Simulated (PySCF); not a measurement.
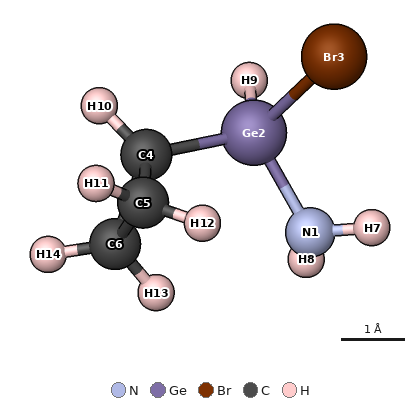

Fig. 1: The structure (ball-and-stick view, seen at a tilt; atoms are numbered from 1 in the order of the input). Sticks mark near contacts.

# C3H8BrGeN: a changed input and its effect

System: C3H8BrGeN.
Method of run 1: GIAO WP04/pcSseg-1 NMR shielding, non-relativistic, gas phase (PySCF 2.14.0).

The geometry comes from this level: PBE0-D3(BJ)/def2-SVP. Text and figures count atoms from 1; the logs count them from 0 in places.

### Input file, run 1
```
{"job": {"kind": "nmr", "xc": "WP04", "basis": "pcSseg-1", "pop": false}, "charge": 0, "multiplicity": 1}
N      2.512517    -0.095761     0.345746
Ge     1.473237     0.157801     1.836674
Br     1.859492    -1.741239     3.111019
C     -0.371333     0.174819     1.290862
C     -0.889806    -0.979652     0.476755
C     -0.688254     0.345954    -0.176429
H      3.281005    -0.742312     0.506314
H      2.888829     0.760037    -0.055359
H      1.871314     1.367436     2.708068
H     -1.070503     0.623465     2.003781
H     -1.908726    -1.318378     0.681659
H     -0.191550    -1.783644     0.224078
H      0.154169     0.431944    -0.869275
H     -1.563497     0.946878    -0.437493
```

The first line tells a small driver script what to run in PySCF; the rest is the geometry in Å.

Hardware: 1 CPU thread, shared host.

### Output (run 1)
```
coarse grid: 55184 points
cycle   1  E = -4852.6444537560  dE = -1.222e+00  |g| = 9.831e-01  |ddm| = 3.518e+00
cycle   2  E = -4852.3652686257  dE =  2.792e-01  |g| = 1.411e+00  |ddm| = 1.943e+00
cycle   3  E = -4852.8088360044  dE = -4.436e-01  |g| = 1.845e-01  |ddm| = 1.424e+00
cycle   4  E = -4852.8147310974  dE = -5.895e-03  |g| = 1.020e-01  |ddm| = 2.570e-01
cycle   5  E = -4852.8169074699  dE = -2.176e-03  |g| = 1.645e-02  |ddm| = 1.000e-01
cycle   6  E = -4852.8169578046  dE = -5.033e-05  |g| = 7.146e-03  |ddm| = 2.116e-02
cycle   7  E = -4852.8169648728  dE = -7.068e-06  |g| = 1.192e-03  |ddm| = 6.047e-03
final grid: 113704 points
cycle   8  E = -4852.8168530855  dE =  1.427e-07  |g| = 1.693e-03  |ddm| = 4.453e-03
cycle   9  E = -4852.8168519245  dE =  1.161e-06  |g| = 2.715e-03  |ddm| = 3.945e-03
cycle  10  E = -4852.8168537786  dE = -1.854e-06  |g| = 1.476e-04  |ddm| = 2.486e-03
cycle  11  E = -4852.8168537822  dE = -3.602e-09  |g| = 3.726e-05  |ddm| = 1.172e-04
cycle  12  E = -4852.8168537825  dE = -2.474e-10  |g| = 9.648e-06  |ddm| = 3.593e-05
converged SCF energy = -4852.8168537825

GIAO shielding tensors (ppm)
atom      isotropic    diamagn.    paramagn.     s11        s22        s33       span
  0 N      233.105     320.202     -87.097    181.777    241.099    276.439     94.662
  1 Ge    1220.630    2758.550   -1537.920   1103.858   1265.898   1292.134    188.276
  2 Br    2582.262    3130.477    -548.214   2281.305   2516.869   2948.614    667.309
  3 C      163.096     259.523     -96.427    123.202    153.718    212.368     89.166
  4 C      167.120     253.491     -86.371    138.177    162.349    200.834     62.657
  5 C      165.848     251.567     -85.719    139.324    160.372    197.847     58.524
  6 H       31.564      28.928       2.635     22.689     30.024     41.977     19.289
  7 H       31.747      30.944       0.803     23.735     26.773     44.733     20.998
  8 H       26.009      26.685      -0.676     19.184     20.770     38.073     18.889
  9 H       31.322      31.778      -0.456     24.298     28.245     41.423     17.125
 10 H       30.808      30.587       0.221     25.399     26.220     40.804     15.405
 11 H       30.760      32.513      -1.754     24.944     30.396     36.939     11.995
 12 H       30.511      33.158      -2.647     23.461     30.706     37.366     13.905
 13 H       30.902      31.073      -0.171     25.038     26.442     41.225     16.186
```

The input of run 2 differs as follows (lines with − go, lines with + come):
```diff
-"xc": "WP04"
+"xc": "PBE0"
-"pop": false
```

How does run 2 compare with run 1?

The total energies belong to different methods, so their difference says nothing on which is more stable or more accurate. The HOMO goes from −8.58 to −7.56 eV. The LUMO goes from −1.95 to 0.12 eV. Of all shieldings, the largest change is that of Br3, by +83.3 ppm. The functional changes from WP04 to PBE0. Exact exchange removes part of the self-interaction error of semilocal functionals, which pushes filled and empty levels apart. The number of SCF iterations is the same.

### Output (run 2)
```
coarse grid: 55184 points
cycle   1  E = -4823.6886910687  dE = -1.244e+00  |g| = 1.183e+00  |ddm| = 3.541e+00
cycle   2  E = -4823.6145220941  dE =  7.417e-02  |g| = 1.171e+00  |ddm| = 1.259e+00
cycle   3  E = -4823.7859929209  dE = -1.715e-01  |g| = 2.335e-01  |ddm| = 9.139e-01
cycle   4  E = -4823.7953503796  dE = -9.357e-03  |g| = 6.107e-02  |ddm| = 1.998e-01
cycle   5  E = -4823.7959323622  dE = -5.820e-04  |g| = 1.686e-02  |ddm| = 5.333e-02
cycle   6  E = -4823.7959827628  dE = -5.040e-05  |g| = 2.551e-03  |ddm| = 1.446e-02
cycle   7  E = -4823.7959838342  dE = -1.071e-06  |g| = 8.070e-04  |ddm| = 3.081e-03
final grid: 113704 points
cycle   8  E = -4823.7959564498  dE = -9.192e-09  |g| = 9.674e-04  |ddm| = 2.470e-03
cycle   9  E = -4823.7959562923  dE =  1.574e-07  |g| = 1.262e-03  |ddm| = 2.042e-03
cycle  10  E = -4823.7959566744  dE = -3.820e-07  |g| = 1.021e-04  |ddm| = 1.139e-03
cycle  11  E = -4823.7959566762  dE = -1.822e-09  |g| = 1.654e-05  |ddm| = 1.031e-04
cycle  12  E = -4823.7959566763  dE = -5.002e-11  |g| = 5.973e-06  |ddm| = 1.637e-05
converged SCF energy = -4823.7959566763

GIAO shielding tensors (ppm)
atom      isotropic    diamagn.    paramagn.     s11        s22        s33       span
  0 N      251.644     315.783     -64.139    195.527    256.379    303.024    107.497
  1 Ge    1256.477    2752.830   -1496.353   1143.995   1298.198   1327.238    183.243
  2 Br    2665.524    3123.277    -457.754   2406.297   2664.013   2926.262    519.964
  3 C      178.780     257.701     -78.921    141.818    169.879    224.642     82.824
  4 C      181.719     251.842     -70.123    154.413    177.003    213.741     59.328
  5 C      180.316     249.357     -69.041    155.287    174.689    210.973     55.686
  6 H       31.507      28.546       2.960     22.133     29.370     43.018     20.886
  7 H       31.659      30.046       1.613     23.098     26.041     45.837     22.739
  8 H       25.172      26.011      -0.839     18.161     19.758     37.596     19.435
  9 H       31.094      31.521      -0.427     23.444     27.503     42.334     18.890
 10 H       30.499      30.380       0.118     24.664     25.313     41.519     16.855
 11 H       30.530      31.319      -0.790     24.259     29.858     37.472     13.213
 12 H       30.263      31.491      -1.228     22.762     30.148     37.880     15.118
 13 H       30.596      30.438       0.158     24.270     25.532     41.986     17.715
```

### The two runs side by side

| quantity | run 1 | run 2 |
| --- | --- | --- |
| outcome | converged | converged |
| total energy (hartree) | −4852.816854 | −4823.795957 |
| HOMO (eV) | −8.58 | −7.56 |
| LUMO (eV) | −1.95 | 0.12 |
| dipole moment (D) | 2.43 | 2.40 |
| shielding of N1 (ppm) | 233.1 | 251.6 |
| shielding of Ge2 (ppm) | 1220.6 | 1256.5 |
| shielding of Br3 (ppm) | 2582.3 | 2665.5 |
| shielding of C4 (ppm) | 163.1 | 178.8 |
| shielding of C5 (ppm) | 167.1 | 181.7 |
| shielding of C6 (ppm) | 165.8 | 180.3 |
| shielding of H9 (ppm) | 26.0 | 25.2 |
| SCF iterations | 12 | 12 |
| basis functions | 190 | 190 |
| wall time (shared host) | 43 s | 48 s |

For both runs: Spin–orbit coupling is left out, which matters for the heavy atoms.
